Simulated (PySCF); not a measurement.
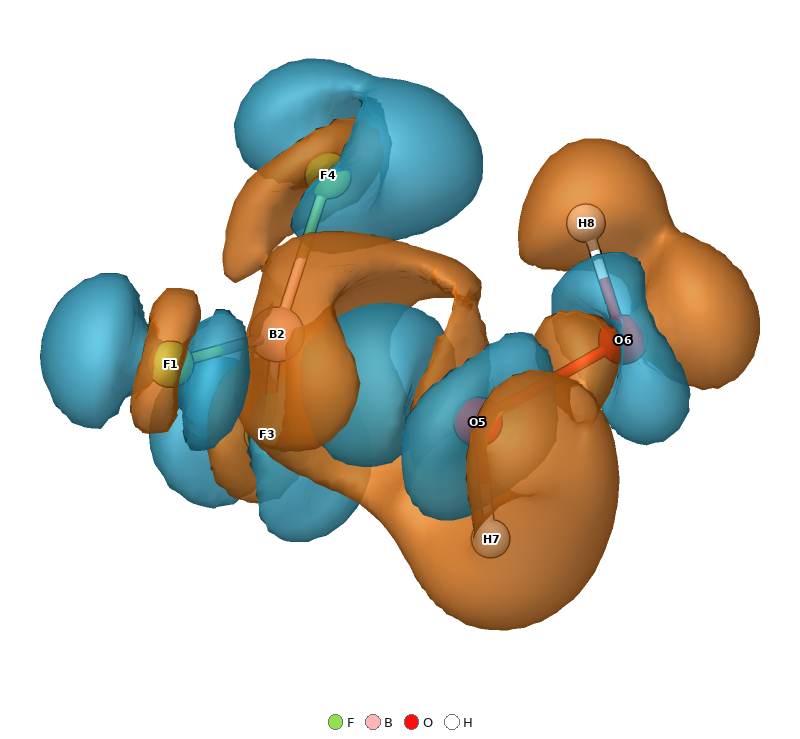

*BF₃H₂O₂, SMILES `FB(F)F.OO`. Density of the complex less the densities of the two fragments at the same geometry, ±0.008 e/Å³ (light blue: gain, orange: loss). Fragment A: BF3 (atoms 1–4); fragment B: H2O2.*

Computed with PySCF, BP86/def2-SVPD, geometry: GFN2-xTB.

Coordinates in Å:

```
F1      -1.4159   -0.5237    0.8815
B2      -0.6909    0.0996   -0.0258
F3      -0.8723   -0.2382   -1.2953
F4      -0.3236    1.3545    0.2136
O5       0.9730   -0.7566    0.3050
O6       2.0492    0.0915   -0.0457
H7       1.0497   -1.4949   -0.3261
H8       1.7329    0.9839    0.1819
```

**How is the density rearranged on binding?**

Hirshfeld charges show 0.112 e passing from B to A. By Hirshfeld charges, electrons gather most on F4 (−0.042 e) and leave H7 most (+0.036 e); 0.28 e is displaced in all, which induces a dipole of 1.69 D.

**What is the interaction energy, and which contacts carry it?**

The counterpoise-corrected interaction energy of the frozen fragments is −11.7 kcal/mol without dispersion correction and −13.7 kcal/mol with D3(BJ). The pair geometry is semi-empirical, not a minimum at this level. Contacts: B2···O5, strong, partly covalent contact, 1.90 Å, ρ = 0.062 a.u.; F4···H8, hydrogen bond, 2.09 Å, ρ = 0.020 a.u. The pose is a local one from a semi-empirical search, not shown to be the most stable.

Run time: 32 s on 1 thread of Intel(R) Xeon(R) Platinum 8488C (Sapphire Rapids) (shared host), peak memory 0.53 GiB.
